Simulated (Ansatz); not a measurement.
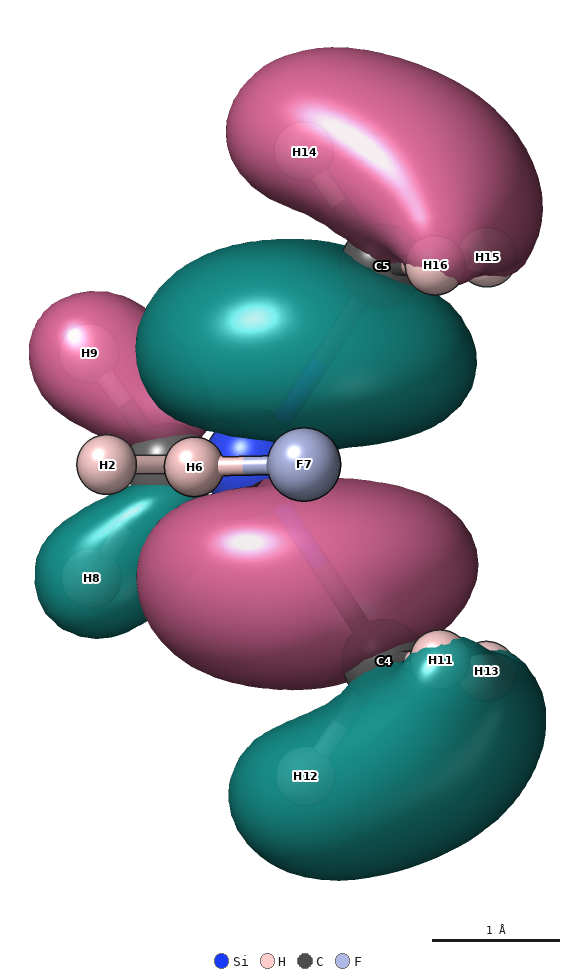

*C$_{3}$H$_{10}$Si···HF. The HOMO−1 at ±0.08 Å⁻³ᐟ² (teal and pink are the two phases), seen at an oblique angle.*

Not at a stationary point (largest force 1.3 eV/Å).

These are results of RKS r2SCAN/6-31G* (Ansatz 0.2.0), not measurements.

```xyz
16

Si    0.2816   -0.1342    0.0592
H     1.5936    0.4489    0.2890
C     0.5293   -2.0020    0.1591
C    -0.3295    0.3372   -1.6554
C    -0.9038    0.4290    1.4066
H     1.3465    2.3467    0.1629
F     0.5856    2.8397    0.0204
H     1.2340   -2.3569   -0.6034
H     0.9163   -2.3074    1.1393
H    -0.4210   -2.5292    0.0011
H    -0.5273    1.4119   -1.7146
H     0.4094    0.0839   -2.4267
H    -1.2572   -0.1989   -1.8951
H    -0.5111    0.2030    2.4064
H    -1.8718   -0.0798    1.3072
H    -1.0749    1.5084    1.3440
```

Q: What is the character of this orbital?

A: It lies mainly on C4 (about 25 %), C5 (about 25 %) and Si1 (about 25 %). Its energy is −7.37 eV.
